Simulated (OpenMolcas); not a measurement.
Exact exchange and the HOMO–LUMO gap of TlI

The species is TlI (2 atoms), meant as a singlet with charge 0. SMILES: `[I][Tl]`. The coordinates come from a PBE0-D4/def2-TZVP relaxation.

The HOMO–LUMO gap y, in eV, basis def2-TZVPP with a core potential; a is the functional's share of exact exchange. Programs: OpenMolcas 26.06.

| functional | program | a | y (eV) |
| --- | --- | --- | --- |
| PBE | OpenMolcas | 0 | 3.35 |
| r2SCAN | OpenMolcas | 0 | 3.83 |
| B3LYP | OpenMolcas | 0.2 | 4.51 |
| PBE0 | OpenMolcas | 0.25 | ? |
| BHLYP | OpenMolcas | 0.5 | 6.30 |

Q: Fit y = c + s·a to the known rows and predict PBE0.

A: 
1. Means of the 4 rows: a = 0.1750, y = 4.497.
2. Σ(Δa)² = 0.1675, Σ(Δa·Δy) = 0.90375, so the slope is 0.90375/0.1675 = 5.3955.
3. Intercept: 4.497 − (5.3955) × 0.1750 = 3.553. The largest residual of the fit is 0.28.
4. PBE0: 3.553 + (5.3955) × 0.25 = 4.90 eV.

The run gave 4.96 eV, so the prediction is off by -0.06 eV, within the scatter of the fit. Exact exchange lowers occupied levels and raises empty ones. The rows mix families of semi-local functionals, which the line can't see.

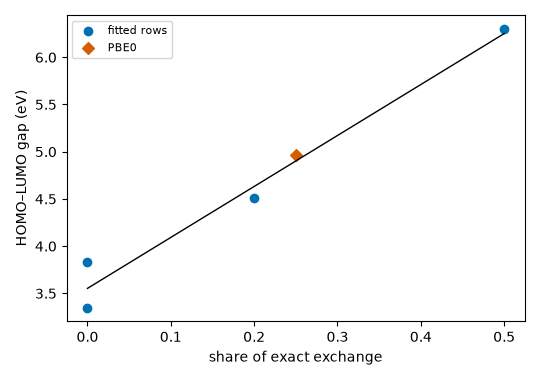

The fitted line, with the withheld row.
